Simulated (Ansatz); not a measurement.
# Ligand exchange: BH(CH3)(NH2) + C3H7NO → B(CH3)(NH2)2 + C3H6O

Species: BH(CH3)(NH2), singlet; C3H7NO `NCC1CO1`, singlet; B(CH3)(NH2)2, singlet; C3H6O (propylene oxide) `CC1CO1`, singlet. The partners trade H for NH2: B–H and C–NH2 bonds give way to B–NH2 and C–H.

Shapes, held fixed at every level: PBE0-D4/def2-TZVP. Flexible molecules stand in one conformer, not always the lowest. Programs: Ansatz 0.2.0. Electronic energies: no zero-point or thermal term.

| level | kind | ΔE (kJ/mol) | less CCSD(T)/CBS estimate |
| --- | --- | --- | --- |
| HF/def2-TZVPP | Hartree–Fock | -162.7 | -0.7 |
| PBE-D4/def2-TZVPP | GGA | -157.4 | +4.6 |
| r2SCAN-D4/def2-TZVPP | meta-GGA | -164.8 | -2.8 |
| B2PLYP/def2-TZVPP | double hybrid | -162.5 | -0.5 |
| MP2/def2-TZVPP | perturbation theory | -164.6 | -2.6 |
| CCSD/def2-TZVPP | coupled cluster or CI | -160.4 | +1.6 |
| CCSD(T)/CBS estimate | coupled cluster or CI | -162.0 | 0.0 |

The highest level, CCSD(T)/CBS estimate, gives ΔE = -162.0 kJ/mol; the levels span -164.8 to -157.4. The column of differences is taken from that level and isn't an error. No measured value is set beside it here. The CBS estimate extrapolates MP2 from def2-TZVPP and def2-QZVPP and adds CCSD(T) − MP2 in the triple-zeta set, cores frozen.

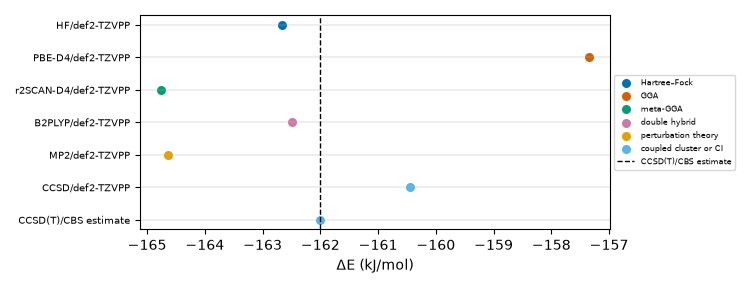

The values of the table, level by level.
